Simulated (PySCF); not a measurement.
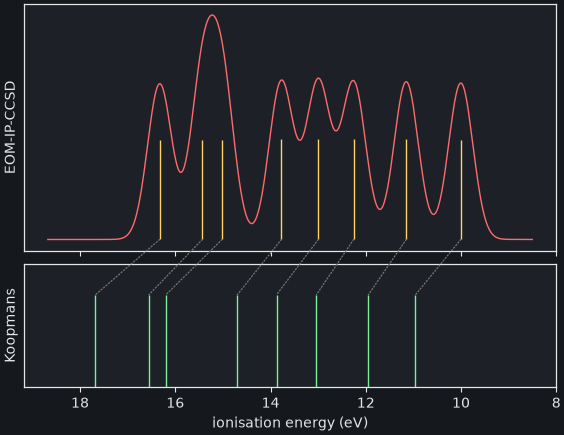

Valence photoelectron lines of CH₅BClN, SMILES CNBCl: vertical EOM-IP-CCSD/aug-cc-pVDZ (frozen core, PySCF 2.14.0, at a PBE0-D3(BJ)/def2-SVP geometry (no frequency check); 8 lines, one for each of the 8 highest orbitals, so a line of a deeper orbital can be missing among them) above, Hartree-Fock orbital energies with the sign turned below, non-relativistic; dotted lines join each line to its leading orbital. Stick heights are one-hole weights (summed over degenerate lines), not cross-sections; Gaussian width 0.60 eV.

Do correlation and relaxation change the order of the lines?

Not among these holes, which come in the order of the orbitals, HOMO, HOMO−1, HOMO−2, HOMO−3, HOMO−4, HOMO−5, HOMO−6, HOMO−7.

What is the first vertical ionisation energy, and how far is Koopmans' value off?

10.01 eV from the HOMO; Koopmans gives 10.96 eV, 0.95 eV too high.

Note: small basis, so the lines can lie some tenths of an eV too low; one conformer of a flexible molecule.
